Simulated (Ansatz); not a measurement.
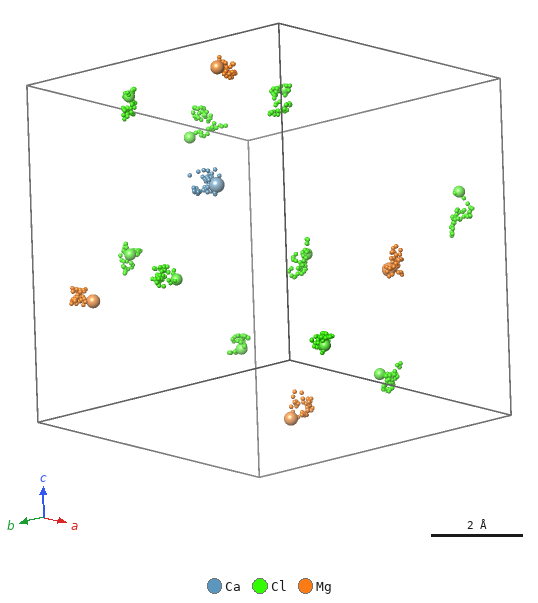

Molecular dynamics of an amorphous cell of composition CaMg$_{4}$Cl$_{10}$ (15 atoms in the cell), 750 fs long. It starts from the last geometry of an earlier run, with fresh velocities. Dots mark each atom's position at evenly spaced times, in the colour of its element; spheres stand at the starting positions. Seen from a free direction in the simulation cell.

Theory: DFT PBE, scalar-relativistic, plane waves, PAW in Ansatz. Run with plane-wave cutoff 420 eV; k-point mesh 1 × 1 × 1; Fermi-Dirac smearing 0.0552 eV; set temperature 640 K; time step 3 fs.

The input:
```yaml
crystal:
  lattice:
    - [7.291425, -0.098759, -0.179466]
    - [-0.098759, 7.278501, -0.161941]
    - [-0.179466, -0.161941, 7.546734]
  atoms:
    - { symbol: Ca, position: [0.4009333734, 0.6124079677, 0.698868245] }
    - { symbol: Cl, position: [0.8300171182, 0.3645306959, 0.1617358409] }
    - { symbol: Cl, position: [0.0054032086, 0.6039618146, 0.8948295791] }
    - { symbol: Cl, position: [0.8116558961, 0.8897940067, 0.3306636294] }
    - { symbol: Cl, position: [0.6879057831, 0.5146392798, 0.5225854713] }
    - { symbol: Cl, position: [0.1944491644, 0.0276963703, 0.080571276] }
    - { symbol: Cl, position: [0.9528607781, 0.1350464475, 0.6808237518] }
    - { symbol: Cl, position: [0.4594710443, 0.3829556472, 0.9494849645] }
    - { symbol: Cl, position: [0.5735960277, 0.8612641918, 0.9136862683] }
    - { symbol: Cl, position: [0.1715732371, 0.5834585445, 0.3753432926] }
    - { symbol: Cl, position: [0.3956282705, 0.9569008451, 0.5550346347] }
    - { symbol: Mg, position: [0.7121715497, 0.2140081756, 0.4248184286] }
    - { symbol: Mg, position: [0.1525051388, 0.8984081178, 0.3655547076] }
    - { symbol: Mg, position: [0.7287334701, 0.6327607178, 0.0623147943] }
    - { symbol: Mg, position: [0.0477067895, 0.2890330332, 0.930550488] }
  symmetry: { detect: false }
basis:
  ecutwfc: 420
  xc_grid: 1
kpoints:
  mp_grid: { grid: [1, 1, 1], shift: [0.0, 0.0, 0.0] }
hamiltonian:
  xc: pbe
scf:
  occupations: { method: fermi_dirac, width: 0.0552 }
  lower_state_search: "off"
  convergence: { dr2_threshold: 1.0e-05 }
output:
  forces: true
  stress: true
md:
  timestep: 3.0
  n_steps: 250
  ensemble: nvt_langevin
  friction: 0.03
  temperature: 640.0
  initial_velocities: maxwell_boltzmann
  seed: 73185
```

Command:
```bash
ansatz run input.yaml --threads 2 --pin off --max-ram 5120MiB --backend cpu --events-out ev --progress --plain --runs-dir out
```

How do the atoms move?

Answer. Root-mean-square distances from the starting positions over the second half, with the common drift of all atoms taken out: Mg 0.53 Å, Cl 0.52 Å, Ca 0.33 Å. Against the typical shortest distance between atoms in the first frame, about 2.3 Å these are large excursions, but over 750 fs one can't yet tell strong vibration from the start of diffusion.

Limits of the set-up: the periodic images lie only 7.3 Å apart, so the values are limited by the cell's size.

The run took 71 s on 2 threads of AMD EPYC 9R45 96-Core Processor (Zen 5) (shared host), peak memory 0.5 GiB.
